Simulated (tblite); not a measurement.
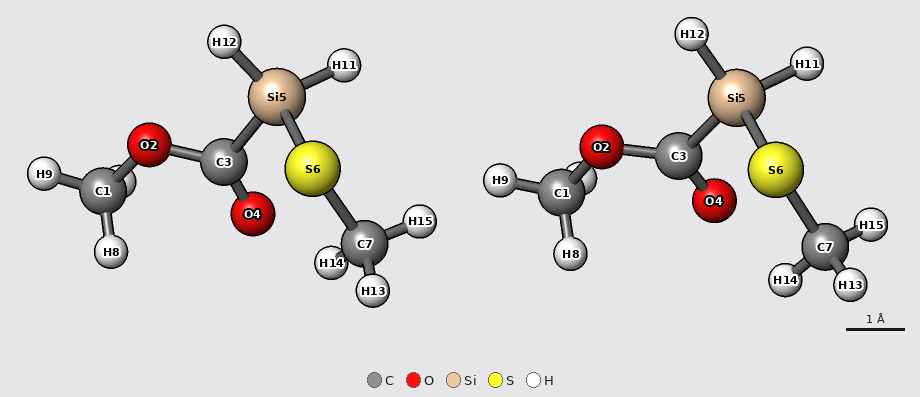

Two geometries of C$_{3}$H$_{8}$O$_{2}$SSi, drawn at one scale. One is the start of a relaxation, the other its converged end. A ball-and-stick model, seen at a tilt.

These are results of tblite 0.8.0, GFN2-xTB geometry optimisation, gas phase, not measurements. 

**Which geometry has the lower energy?**

The left one is the relaxed one. An H atom moves most after the best rigid fit: 0.44 Å. By element the largest moves are H 0.44 Å, O 0.26 Å, C 0.14 Å, S 0.06 Å, Si 0.02 Å. Some distances before and after: H–Si 1.485 → 1.448 Å, H–Si 1.496 → 1.461 Å, C–O 1.240 → 1.209 Å, S–Si 2.169 → 2.140 Å. Among the angles between lasting bonds that change: H–Si–H 107.4° → 116.3°, O–C–Si 117.4° → 125.0°, O–C–Si 117.7° → 111.5°. The energy falls by 0.188 eV in 81 geometry steps. Cost: 0.44 s on 1 thread of Arm Neoverse V2, with other jobs on the host.
